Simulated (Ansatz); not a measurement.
Potential energy curve for SeNa (cation, charge +1), lowest singlet found (which spin is the ground state isn't settled by this scan).

RCCSD(T) = Ansatz (a program for electronic structure) with CCSD(T) on RHF/aug-cc-pVDZ, cores with 3d frozen; RKS-PBE = restricted PBE/aug-cc-pVDZ in Ansatz; RKS-BLYP = restricted BLYP/aug-cc-pVDZ in Ansatz; FCI = Ansatz with full CI/aug-cc-pVDZ, cores with 3d frozen.

Cost and accuracy over the 22 points of the scan, with FCI as yardstick. Costs are rough ratios of core time within Ansatz on shared cores, each with its mean field (Kohn-Sham runs search longer for lower solutions than correlated ones do); the miss is the largest error against full CI of the curve after the mean shift, in eV.

Which is the cheapest of these levels that stays within 0.17 eV of FCI?

RCCSD(T).

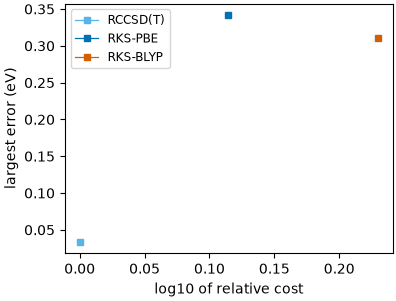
*Miss against cost, one point a level.*

```csv
level,relative cost,largest error
RCCSD(T),1,0.033
RKS-PBE,1,0.342
RKS-BLYP,2,0.310
```

Costs within a factor of two of each other count as equal.

The restricted form behind RKS-PBE, RKS-BLYP keeps the bonding electrons paired and can't separate into open-shell fragments. Also computed but left out beside FCI, since their determinant holds another spin at the minimum (<S²> over 0.7 above the pure value): UHF, UMP2, UCCSD, UCCSD(T), UKS-PBE, UKS-BLYP, UKS-B3LYP/6-31G*, UKS-M06-2X/6-31G*, UKS-B3LYP/LANL2DZ, UKS-B3LYP/3-21G.
